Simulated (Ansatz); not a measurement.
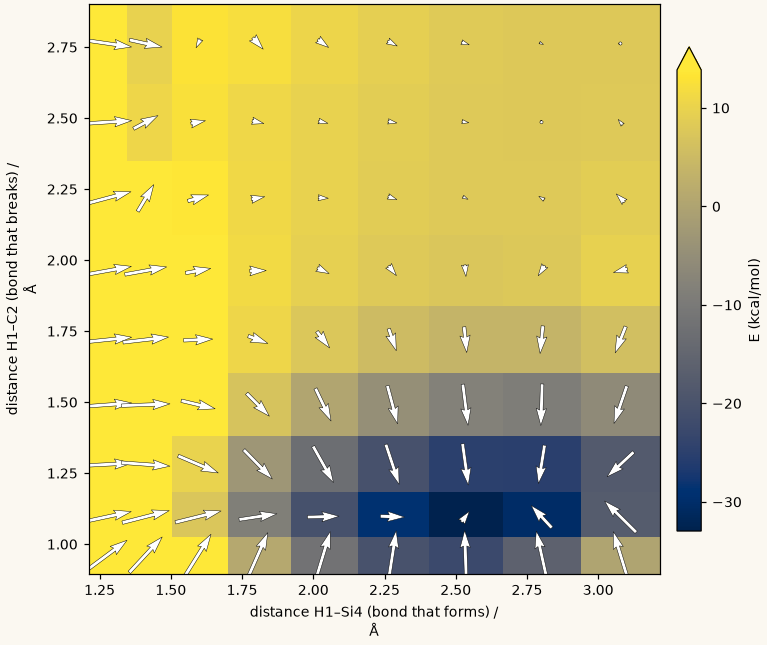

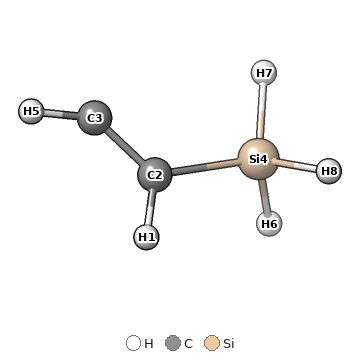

Energy landscape of the reacting system C₂H₅Si (fragments C₂H₅Si where the first distance is long, C₂H₄Si + H where the second is long), spin multiplicity 2. Coordinates scanned: (1) distance H1–Si4 (bond that forms); (2) distance H1–C2 (bond that breaks). Relaxed at each point: all other coordinates. The scan uses a 9 × 9 grid. Points are written as (first, second). Energies are in kcal/mol, from a guessed transition structure relaxed with its forming and breaking bonds held. Energies and slopes of some neighbouring points disagree (a jump in structure or state, or too coarse a mesh). Computed with UKS r2SCAN-D4/def2-SVP in Ansatz.

Drawn: one coloured cell a grid point, arrows along the force (downhill), their lengths compressed, one colour for all values above the top of the scale. The second picture is the structure at the lowest point.

**What does the map say about the system?**

The lowest grid point is at (2.534 Å, 1.097 Å), −33 kcal/mol from a guessed transition structure relaxed with its forming and breaking bonds held. The highest grid point, (1.278 Å, 0.963 Å), lies 102 kcal/mol above the lowest.

Time for the 81 points that were run: 36 min on 1 thread of AMD EPYC 7R13 Processor (Zen 3), on a shared host.
